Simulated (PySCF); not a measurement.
C₅H₁₃AlO₃, SMILES C[O][Al]([OH])[O]C(C)(C)C at its GFN2-xTB optimised geometry (Å):

```
22

Al     0.8658     0.3896     0.0000
O      2.5264     0.3896     0.0000
H      3.2046    -0.2721     0.0007
O      0.0195     1.8198     0.0000
C     -0.0184     3.2164    -0.0093
H      0.9850     3.6456    -0.0389
H     -0.5737     3.5572    -0.8883
H     -0.5262     3.5714     0.8924
O      0.0703    -1.0604     0.0081
C     -1.1562    -1.7379     0.0299
C     -0.9831    -3.0400    -0.7609
C     -1.5198    -2.0440     1.4850
C     -2.2392    -0.8689    -0.6081
H     -1.9112    -3.6050    -0.7693
H     -0.2011    -3.6456    -0.3098
H     -0.6953    -2.8121    -1.7844
H     -0.7396    -2.6473     1.9428
H     -2.4635    -2.5800     1.5404
H     -1.6033    -1.1107     2.0376
H     -1.9699    -0.6535    -1.6397
H     -2.3001     0.0722    -0.0673
H     -3.2046    -1.3680    -0.5845
```

Level of theory: CAM-B3LYP/def2-SVP (PySCF). Cells within 0.4 Å of a nucleus heavier than hydrogen are left out (blank, or x).

Map of the HOMO amplitude (bohr^(-3/2)) on the plane z = 0.0 Å; orbital energy -8.99 eV, overall sign arbitrary:

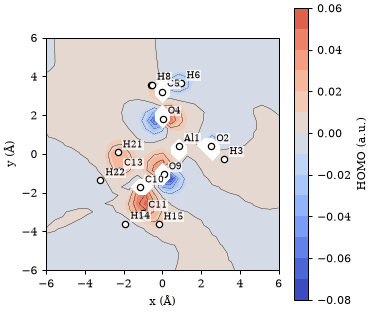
Figure. HOMO amplitude (bohr^(-3/2)) on the plane z = 0.0 Å.
